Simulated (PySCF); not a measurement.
## A study: C8H6S, SMILES `c1ccc2sccc2c1`

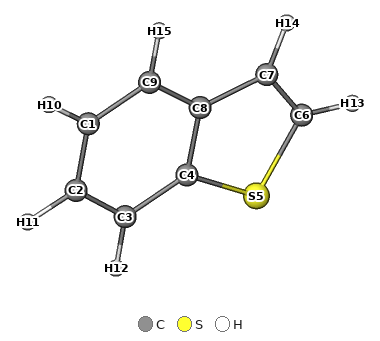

The molecule, with its atoms numbered as below. No frequency check shows the geometry to be a minimum.

Cartesian coordinates (Å):

```
C1       2.4813   -0.4967    0.0000
C2       2.2856    0.8845    0.0000
C3       1.0138    1.4188    0.0000
C4      -0.0647    0.5475    0.0000
S5      -1.7542    0.9692    0.0000
C6      -2.1933   -0.7070    0.0000
C7      -1.1349   -1.5422    0.0000
C8       0.1132   -0.8494    0.0000
C9       1.4112   -1.3628    0.0000
H10      3.4881   -0.8875    0.0000
H11      3.1410    1.5432    0.0000
H12      0.8546    2.4861    0.0000
H13     -3.2360   -0.9593    0.0000
H14     -1.2158   -2.6147    0.0000
H15      1.5618   -2.4322    0.0000
```

## 1. Bonding charge

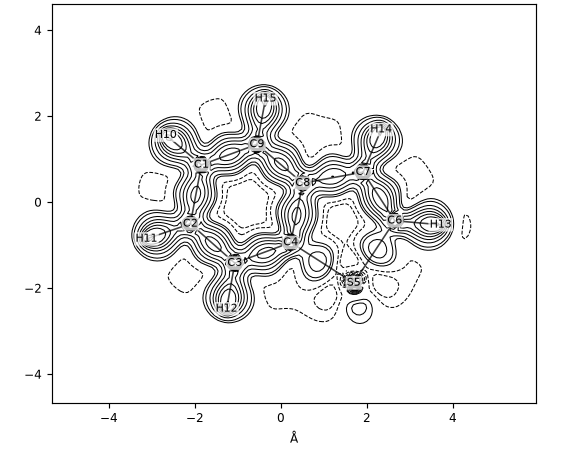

Deformation density (molecule less spherical, spin-averaged free atoms) in the molecular plane; contours at ±0.05 to ±0.8 e/Å³; solid lines: gain, dashed lines: loss.

Level of theory: LDA (SVWN)/cc-pVDZ (PySCF), at a geometry from GFN2-xTB.

Question: Describe the bonding that the map shows.

Answer: The five largest and four smallest: C6–H13: +0.69 e/Å³ at the bond critical point (bond length 1.07 Å, Mayer order 0.9). C2–H11: +0.68 e/Å³ at the bond critical point (bond length 1.08 Å, Mayer order 0.9). C3–H12: +0.68 e/Å³ at the bond critical point (bond length 1.08 Å, Mayer order 0.9). C1–H10: +0.68 e/Å³ at the bond critical point (bond length 1.08 Å, Mayer order 0.9). C9–H15: +0.68 e/Å³ at the bond critical point (bond length 1.08 Å, Mayer order 0.9). C4–C8: +0.54 e/Å³ at the bond critical point (bond length 1.41 Å, Mayer order 1.3). C7–C8: +0.50 e/Å³ at the bond critical point (bond length 1.43 Å, Mayer order 1.3). S5–C6: +0.27 e/Å³ at the bond critical point (bond length 1.73 Å, Mayer order 1.2). C4–S5: +0.27 e/Å³ at the bond critical point (bond length 1.74 Å, Mayer order 1.1). In all, 3.3 electrons gather in the regions of gain relative to the promolecule.

Question: Where do the Hirshfeld charges lie?

Answer: The highest Hirshfeld charge is on S5 (+0.08 e), the lowest on C6 (−0.07 e).

## 2. Bond critical points

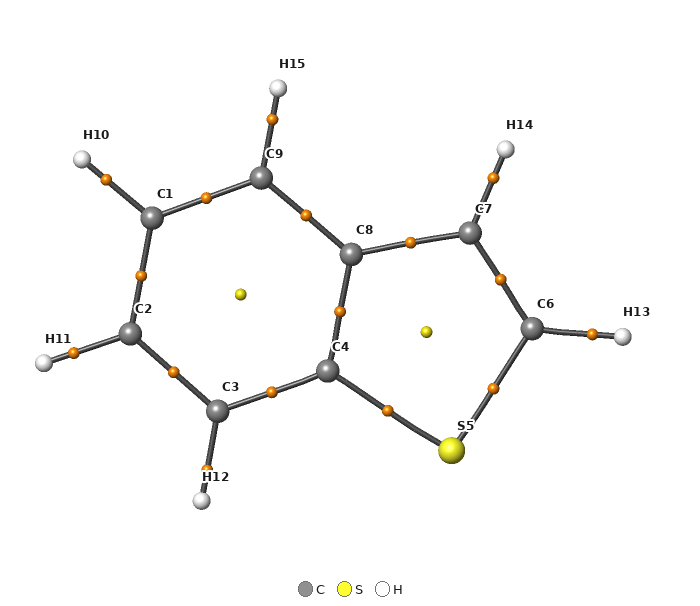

Molecular graph of the electron density (QTAIM): bond paths, bond critical points (orange), ring points (yellow, if any); weak paths are dashed.

Question: How many critical points of each kind are there, and does the count close?

Answer: 15 nuclei, 16 bond, 2 ring and 0 cage critical points: 15 − 16 + 2 − 0 = 1, as the Poincaré–Hopf relation requires.

Question: What does the calculation give at each kind of bond critical point?

Answer:
| bond | length (Å) | ρ (a.u.) | ∇²ρ (a.u.) | ε | H (a.u.) |
| --- | --- | --- | --- | --- | --- |
| C6–C7 | 1.348 | 0.324 | −0.77 | 0.28 | −0.323 |
| C1–C9 | 1.377 | 0.311 | −0.74 | 0.21 | −0.294 |
| C2–C3 | 1.379 | 0.308 | −0.72 | 0.21 | −0.290 |
| C3–C4 | 1.386 | 0.303 | −0.71 | 0.18 | −0.281 |
| C1–C2 | 1.395 | 0.301 | −0.70 | 0.17 | −0.276 |
| C8–C9 | 1.396 | 0.300 | −0.70 | 0.16 | −0.274 |
| C4–C8 | 1.408 | 0.295 | −0.66 | 0.16 | −0.266 |
| C7–C8 | 1.427 | 0.283 | −0.63 | 0.13 | −0.246 |
| C6–H13 | 1.073 | 0.278 | −1.08 | 0.02 | −0.307 |
| C2–H11 | 1.080 | 0.276 | −1.05 | 0.02 | −0.300 |
| C3–H12 | 1.079 | 0.276 | −1.05 | 0.02 | −0.301 |
| C1–H10 | 1.080 | 0.276 | −1.05 | 0.02 | −0.300 |
| C7–H14 | 1.076 | 0.276 | −1.06 | 0.02 | −0.302 |
| C9–H15 | 1.080 | 0.276 | −1.04 | 0.02 | −0.299 |
| S5–C6 | 1.733 | 0.205 | −0.40 | 0.23 | −0.171 |
| C4–S5 | 1.741 | 0.203 | −0.39 | 0.21 | −0.167 |

Question: What kind of interaction is C2–H11?

Answer: Shared-shell (covalent): ρ = 0.276, ∇²ρ = −1.05, H = −0.300 a.u.

## 3. Local ionisation energy

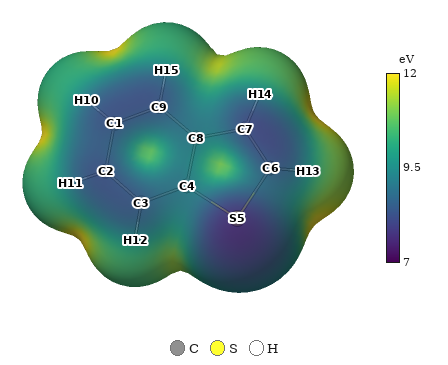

Average local ionisation energy on the surface of electron density 0.001 a.u.

Question: Where are the most loosely bound electrons on this surface?

Answer: The lowest value is 7.6 eV, off the molecular plane, over S5 (2.2 Å), and at like points elsewhere. Further minima include 8.1 eV, off the molecular plane, over C7 (2.1 Å), and at like points elsewhere; 8.3 eV, off the molecular plane, over C1 (2.1 Å), and at like points elsewhere. For comparison, the highest occupied orbital lies at −5.5 eV.

## 4. Localised orbitals

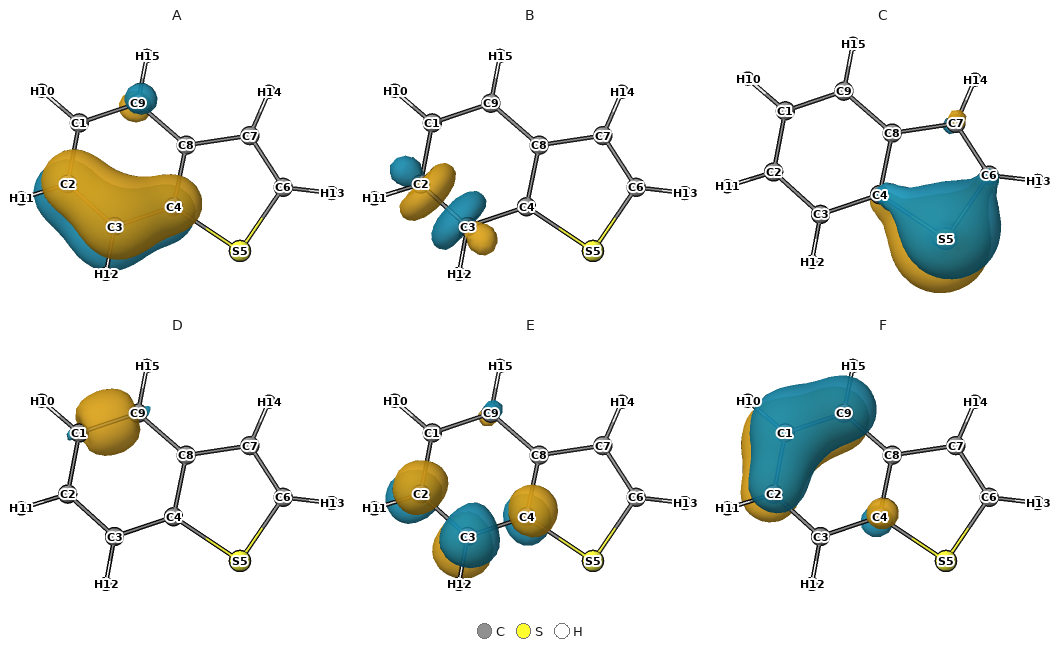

Intrinsic bond orbitals (IBO), occupied and valence-virtual; each surface holds about 70 % of the orbital's density. Energies are diagonal elements of the Fock matrix.

Method: B3LYP/def2-SVPD; geometry: GFN2-xTB; program: PySCF.

Question: Name the orbitals, with their atomic make-up and energies.

Answer: By panel:
- A: delocalised π orbital mainly over C3, C2 and C4 (C3 50 %, C2 26 %, C4 19 %; −8.5 eV)
- B: σ* orbital C2–C3 (C2 50 %, C3 49 %; 15.2 eV)
- C: p-type lone pair on S5, partly delocalised onto C4 and C6 (S5 85 %, C4 5 %, C6 4 %; −8.1 eV)
- D: σ bond C9–C1 (C9 50 %, C1 49 %; −16.5 eV)
- E: π* orbital C3–C2 (C3 49 %, C2 26 %, C4 19 %; 2.0 eV)
- F: delocalised π orbital mainly over C1, C9 and C2 (C1 50 %, C9 26 %, C2 18 %; −8.2 eV)

Question: How do all the valence pairs divide up?

Answer: 22 pairs: 16 σ bonds, 3 delocalised π orbitals, 1 lone pair, 1 partly delocalised lone pair and 1 two-centre π bond.

## 5. Magnetic shielding

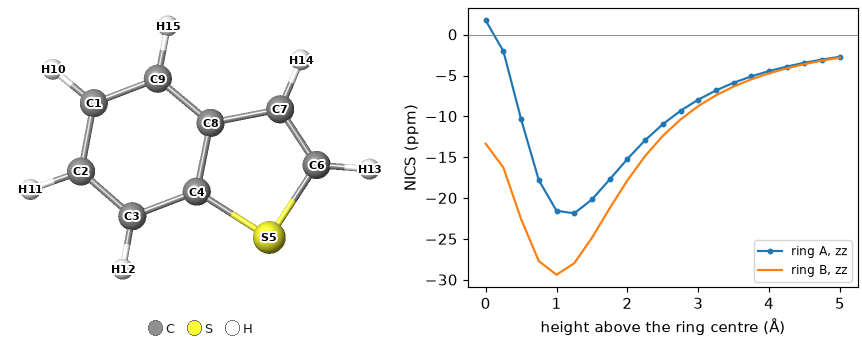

GIAO NICS scans along the ring normals; ring A: 5-membered ring C4/S5/C6/C7/C8; ring B: 6-membered ring C1/C2/C3/C4/C8/C9.

Method: B3LYP/6-31G*; geometry: GFN2-xTB; program: PySCF.

Question: Read the scans.

Answer: Ring A is strongly diatropic (aromatic): NICSzz reaches −21.9 ppm at 1.25 Å; NICS(0) = −10.9, NICS(1) = −9.1, NICS(1)zz = −21.5 ppm. Ring B is strongly diatropic (aromatic): NICSzz reaches −29.4 ppm at 1.00 Å; NICS(0) = −10.4, NICS(1) = −11.6, NICS(1)zz = −29.4 ppm.

Question: What absolute proton shieldings does the same calculation give?

Answer: From 24.8 ppm (H15) to 25.6 ppm (H13).
